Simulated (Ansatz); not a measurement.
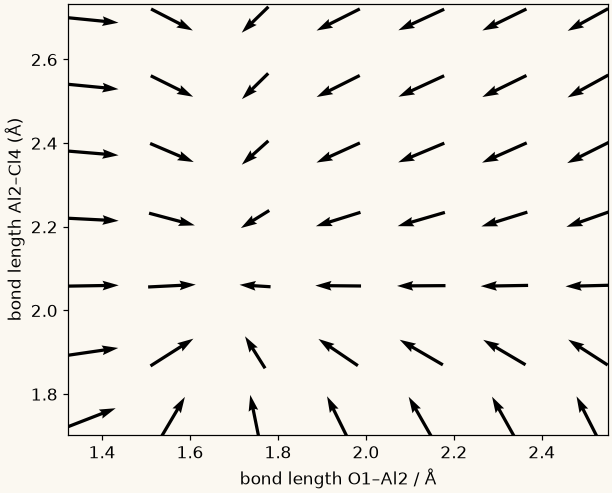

AlClFHO, SMILES [OH][Al]([F])[Cl]. Coordinates scanned: (1) bond length O1–Al2; (2) bond length Al2–Cl4. Nothing is relaxed (all other coordinates rigid). Grid: 7 × 7 points. Points are written as (first, second). The reference is spin-restricted, which grows unreliable where a bond is stretched far. Computed with Ansatz, RKS CAM-B3LYP-D4/def2-TZVP.

Drawn: arrows along the force (downhill), their lengths compressed.

Q: The arrows alone are given. Where is the energy lowest?

A: The arrows converge at about (1.666 Å, 2.072 Å) (read from the interpolated surface).

The energy map of the same scan:

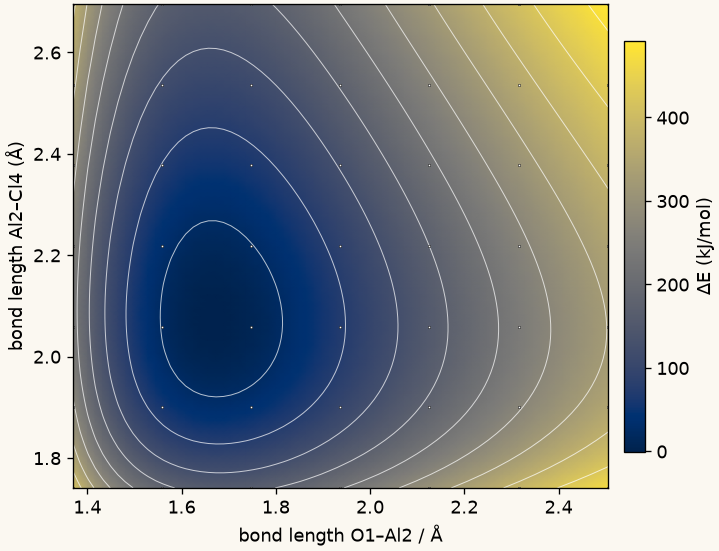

Energies are in kJ/mol, from the relaxed molecule at the same level; between grid points the surface is interpolated.
